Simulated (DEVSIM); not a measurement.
Structure: W/SiON/p-GaAs capacitor, at 300 K.

| layer (left to right) | material | thickness (nm) | Na (cm⁻³) |
|---|---|---|---|
| 1 | SiON | 19.0 | - |
| 2 | GaAs | 420 | 2.3e18 |

Metal gate on the left, work function 4.6 eV. Fixed charge at the semiconductor interface 1.2e11 cm⁻² (in units of +e); no interface traps.

The device is made up for the run: typed textbook-type constants, with dimensions and the other settings drawn at random. Values at 300 K.

| parameter | SiON | GaAs |
|---|---|---|
| gap (eV) | 7 | 1.424 |
| affinity (eV) | 1.4 | 4.07 |
| permittivity | 5.5 | 12.9 |
| Nc (cm⁻³) | - | 4.7e17 |
| Nv (cm⁻³) | - | 9e18 |

Simulated with DEVSIM: 1D Poisson equation in equilibrium, Boltzmann statistics, complete ionisation; no quantum confinement or tunnelling. Metal contacts follow the ideal Schottky-Mott rule: no Fermi-level pinning, no interface dipoles.

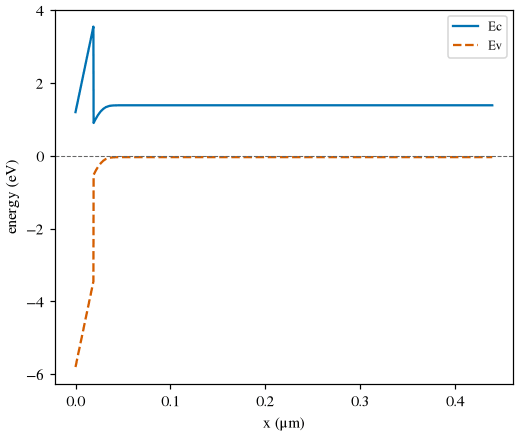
*Band edges at 2.0 V on the gate*

Energies count from the Fermi level of the right contact; mesh points crowd at the junctions.

```json
[
 {"x (μm)": "0.000", "Ec (eV)": "1.200", "Ev (eV)": "-5.800", "n (cm⁻³)": "< 1e2", "p (cm⁻³)": "< 1e2", "field (V/cm)": "1200000"},
 {"x (μm)": "0.001076", "Ec (eV)": "1.334", "Ev (eV)": "-5.666", "n (cm⁻³)": "< 1e2", "p (cm⁻³)": "< 1e2", "field (V/cm)": "1200000"},
 {"x (μm)": "0.002897", "Ec (eV)": "1.561", "Ev (eV)": "-5.439", "n (cm⁻³)": "< 1e2", "p (cm⁻³)": "< 1e2", "field (V/cm)": "1200000"},
 {"x (μm)": "0.006322", "Ec (eV)": "1.988", "Ev (eV)": "-5.012", "n (cm⁻³)": "< 1e2", "p (cm⁻³)": "< 1e2", "field (V/cm)": "1200000"},
 {"x (μm)": "0.01318", "Ec (eV)": "2.843", "Ev (eV)": "-4.157", "n (cm⁻³)": "< 1e2", "p (cm⁻³)": "< 1e2", "field (V/cm)": "1200000"},
 {"x (μm)": "0.01638", "Ec (eV)": "3.242", "Ev (eV)": "-3.758", "n (cm⁻³)": "< 1e2", "p (cm⁻³)": "< 1e2", "field (V/cm)": "1200000"},
 {"x (μm)": "0.01808", "Ec (eV)": "3.454", "Ev (eV)": "-3.546", "n (cm⁻³)": "< 1e2", "p (cm⁻³)": "< 1e2", "field (V/cm)": "1200000"},
 {"x (μm)": "0.01941", "Ec (eV)": "0.920", "Ev (eV)": "-0.504", "n (cm⁻³)": "160", "p (cm⁻³)": "3.1e10", "field (V/cm)": "530000"},
 {"x (μm)": "0.02083", "Ec (eV)": "0.993", "Ev (eV)": "-0.431", "n (cm⁻³)": "< 1e2", "p (cm⁻³)": "5.1e11", "field (V/cm)": "490000"},
 {"x (μm)": "0.02372", "Ec (eV)": "1.120", "Ev (eV)": "-0.304", "n (cm⁻³)": "< 1e2", "p (cm⁻³)": "7.1e13", "field (V/cm)": "400000"},
 {"x (μm)": "0.02938", "Ec (eV)": "1.293", "Ev (eV)": "-0.131", "n (cm⁻³)": "< 1e2", "p (cm⁻³)": "5.6e16", "field (V/cm)": "210000"},
 {"x (μm)": "0.04558", "Ec (eV)": "1.388", "Ev (eV)": "-0.036", "n (cm⁻³)": "< 1e2", "p (cm⁻³)": "2.2e18", "field (V/cm)": "2100"},
 {"x (μm)": "0.07047", "Ec (eV)": "1.389", "Ev (eV)": "-0.035", "n (cm⁻³)": "< 1e2", "p (cm⁻³)": "2.3e18", "field (V/cm)": "≈ 0"},
 {"x (μm)": "0.1211", "Ec (eV)": "1.389", "Ev (eV)": "-0.035", "n (cm⁻³)": "< 1e2", "p (cm⁻³)": "2.3e18", "field (V/cm)": "≈ 0"},
 {"x (μm)": "0.2556", "Ec (eV)": "1.389", "Ev (eV)": "-0.035", "n (cm⁻³)": "< 1e2", "p (cm⁻³)": "2.3e18", "field (V/cm)": "≈ 0"},
 {"x (μm)": "0.3461", "Ec (eV)": "1.389", "Ev (eV)": "-0.035", "n (cm⁻³)": "< 1e2", "p (cm⁻³)": "2.3e18", "field (V/cm)": "≈ 0"},
 {"x (μm)": "0.3922", "Ec (eV)": "1.389", "Ev (eV)": "-0.035", "n (cm⁻³)": "< 1e2", "p (cm⁻³)": "2.3e18", "field (V/cm)": "≈ 0"},
 {"x (μm)": "0.4149", "Ec (eV)": "1.389", "Ev (eV)": "-0.035", "n (cm⁻³)": "< 1e2", "p (cm⁻³)": "2.3e18", "field (V/cm)": "≈ 0"},
 {"x (μm)": "0.4297", "Ec (eV)": "1.389", "Ev (eV)": "-0.035", "n (cm⁻³)": "< 1e2", "p (cm⁻³)": "2.3e18", "field (V/cm)": "≈ 0"},
 {"x (μm)": "0.4348", "Ec (eV)": "1.389", "Ev (eV)": "-0.035", "n (cm⁻³)": "< 1e2", "p (cm⁻³)": "2.3e18", "field (V/cm)": "≈ 0"},
 {"x (μm)": "0.4374", "Ec (eV)": "1.389", "Ev (eV)": "-0.035", "n (cm⁻³)": "< 1e2", "p (cm⁻³)": "2.3e18", "field (V/cm)": "≈ 0"},
 {"x (μm)": "0.4390", "Ec (eV)": "1.389", "Ev (eV)": "-0.035", "n (cm⁻³)": "< 1e2", "p (cm⁻³)": "2.3e18", "field (V/cm)": "≈ 0"}
]
```
